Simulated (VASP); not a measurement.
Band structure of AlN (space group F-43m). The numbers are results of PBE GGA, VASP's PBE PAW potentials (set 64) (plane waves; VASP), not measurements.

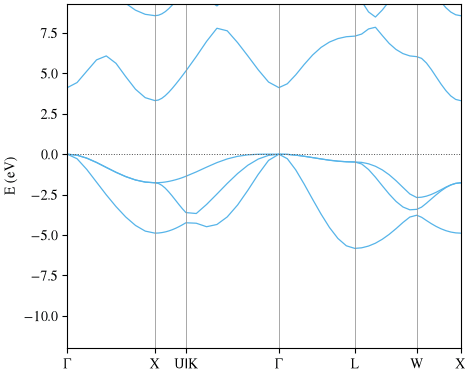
Figure: Bands along high-symmetry lines, zero at the valence-band maximum or, without a gap, the Fermi level

Read the plot: is there a gap, and where are the band edges?

The gap is indirect, 3.31 eV, from the valence maximum at K-Γ at 0.89 to the conduction minimum at X.

The structure is a typed AlN crystal (F-43m). The cell was not relaxed at this level.
